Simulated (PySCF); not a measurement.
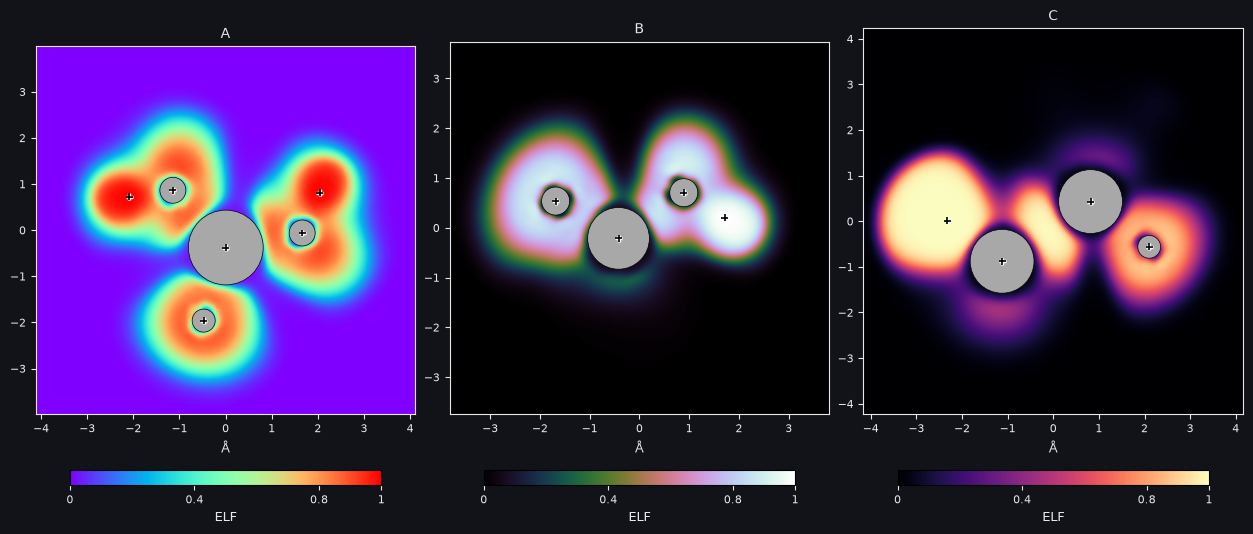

The electron localisation function of 3 systems, each on a plane through atoms (crosses mark nuclei in the plane; grey discs cover the cores).

Computed with PBE0/pcSseg-2, SCF density, gas phase, non-relativistic (PySCF).

System 1: H₃O₄P, the plane of atoms P2, O5 and H8. Geometry: PBE0-D3(BJ)/def2-SVP.

```yaml
atoms:
  - { symbol: O, position_ang: [0.0040, -0.9927, -1.4813] }
  - { symbol: P, position_ang: [0.0448, -0.1111, -0.3060] }
  - { symbol: O, position_ang: [1.3985, -0.0636, 0.5589] }
  - { symbol: O, position_ang: [-1.0440, -0.4504, 0.8407] }
  - { symbol: O, position_ang: [-0.1680, 1.4400, -0.6373] }
  - { symbol: H, position_ang: [1.8312, -0.9263, 0.5886] }
  - { symbol: H, position_ang: [-1.8221, -0.8658, 0.4470] }
  - { symbol: H, position_ang: [-0.1154, 2.0085, 0.1412] }
```

System 2: CH₆F₂Si₂ (SMILES C[Si](F)(F)[SiH3]), the plane of atoms Si2, Si1 and F4. Geometry: PBE0-D3(BJ)/def2-SVP.

```
atom    x (Å)    y (Å)    z (Å)
  Si  -0.2614   0.6138  -0.3844
  Si   1.8568  -0.1951   0.1894
   F  -0.4120   2.1117   0.2244
   F  -0.3249   0.7788  -1.9987
   C  -1.7108  -0.3961   0.1692
   H   1.9695  -0.2857   1.6777
   H   2.0452  -1.5616  -0.3879
   H   2.9212   0.7130  -0.3323
   H  -1.6568  -1.4191  -0.2329
   H  -1.7469  -0.4532   1.2680
   H  -2.6476   0.0650  -0.1820
```

System 3: AlFH₂O₂ (SMILES [OH][Al]([OH])[F]), the molecular plane. Geometry: PBE0-D3(BJ)/def2-SVP.

```yaml
atoms:
  - { symbol: O, position_ang: [1.2960, -0.7225, 0.0551] }
  - { symbol: Al, position_ang: [-0.1852, 0.0049, -0.3102] }
  - { symbol: O, position_ang: [-0.9998, 0.9791, 0.7985] }
  - { symbol: F, position_ang: [-0.8876, -0.2225, -1.7920] }
  - { symbol: H, position_ang: [1.7841, -1.2820, -0.5509] }
  - { symbol: H, position_ang: [-0.6811, 1.1827, 1.6783] }
```

> Match each panel to its system.

Panel A is system 3, AlFH₂O₂: the plane holds O, Al, F and H. Al–F (1.66 Å): the ELF peaks at about 0.85 in the valence shell of F, 0.5 Å from its nucleus, and is about 0.35 at the midpoint. Panel B is system 1, H₃O₄P: the plane holds O, P and H. P–O (1.47 Å): the ELF peaks at about 0.80 between the atoms (a short, strongly polar bond). Panel C is system 2, CH₆F₂Si₂: the plane holds Si, F and H. Si–F (1.62 Å): the ELF peaks at about 0.85 in the valence shell of F, 0.5 Å from its nucleus, and is about 0.60 at the midpoint.
